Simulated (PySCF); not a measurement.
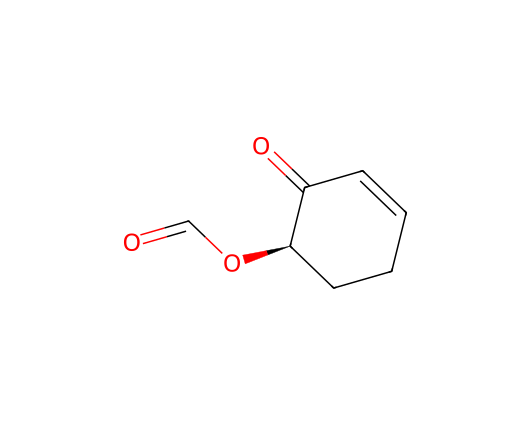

Computed geometry: GFN2-xTB optimisation. No frequency run is at hand to confirm it as a minimum. Level of theory: PBE0/pcSseg-1, gas phase (PySCF 2.14.0).

Give the dipole moment at this level.

5.01 D.

Give the HOMO energy (Kohn–Sham orbital) at this level.

−7.48 eV.

Estimate the LUMO energy (Kohn–Sham orbital).

−1.79 eV.
